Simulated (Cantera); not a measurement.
Input: 1 mol B2H6, 0.053 mol O2, 5.4 mol H2, held at 0.0133 bar.

Cantera equilibrium calculation (NASA polynomials, part measured and part estimated; ideal gas, pure solids and liquids). Candidate condensed phases: B, B2O3, B3O3H3, H2O; 23 gas species. The feed counts by its element totals alone. Mutual solubility and eutectic melting of coexisting phases are not modelled. The tables' values for BH2 are old estimates; treat these amounts as uncertain. Equilibrium is a limit: real reactors are often held back by kinetics, nucleation or transport.

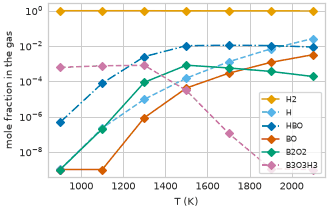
Equilibrium gas composition (values under 1e-9 drawn at 1e-9)

From 900 K to 1300 K the condensed part is B(s) + B2O3(l). From 1500 K to 2100 K the condensed part is B(s). The main B-bearing gas is B3O3H3 at 900 K and HBO at 2100 K. The share of B in condensed phases is highest at 900 K (99.2 %) and lowest at 2100 K (94.3 %).
